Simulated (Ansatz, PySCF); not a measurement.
Dissociation curve of MgC, lowest singlet found (which spin is the ground state isn't settled by this scan).

RKS-B3LYP/6-31G* = restricted B3LYP/6-31G*, spherical d run with PySCF; RHF/LANL2DZ = restricted Hartree-Fock/LANL2DZ, with its core potentials past Ne (PySCF); RCCSD(T) = Ansatz (an electronic-structure program) with CCSD(T) on RHF/aug-cc-pVDZ, frozen core.

Energies are in kJ/mol, each relative to the lowest point of its own curve between 1.89 and 2.60 Å, where full CI is lowest.

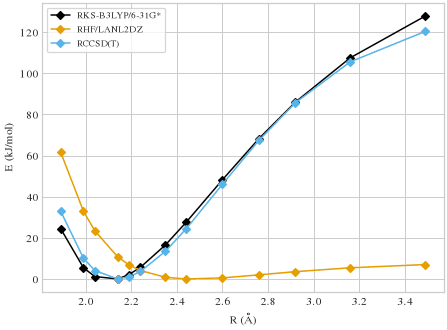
Figure: Energy against bond length for each method.

| R / Å | RKS-B3LYP/6-31G* | RHF/LANL2DZ | RCCSD(T) |
|---|---|---|---|
| 1.89 | 24.5 | 61.7 | 33.0 |
| 1.99 | 5.5 | 33.0 | 10.1 |
| 2.04 | 1.2 | 23.4 | 4.1 |
| 2.14 | 0.0 | 10.8 | 0.0 |
| 2.19 | 2.2 | 6.9 | 1.0 |
| 2.24 | 5.7 | 4.1 | 3.6 |
| 2.35 | 16.6 | 0.8 | 13.5 |
| 2.44 | 27.5 | 0.0 | 24.3 |
| 2.60 | 48.2 | 0.5 | 46.1 |
| 2.76 | 68.3 | 2.0 | 67.4 |
| 2.92 | 86.0 | 3.6 | 85.7 |
| 3.16 | 107.5 | 5.4 | 105.5 |
| 3.49 | 127.9 | 7.0 | 120.4 |

At the longest distance, 3.49 Å, RKS-B3LYP/6-31G* lies highest above its minimum (127.9 kJ/mol) and RHF/LANL2DZ lowest (7.0 kJ/mol).

The scan ran from 1.57 to 7.42 Å; beyond the distances shown full CI changes its symmetry label. The restricted form behind RKS-B3LYP/6-31G*, RHF/LANL2DZ keeps the bonding electrons paired and can't separate into open-shell fragments. The T1 diagnostic of CCSD on the restricted reference of RCCSD(T) exceeds 0.045 at 1.89 to 2.92 Å.
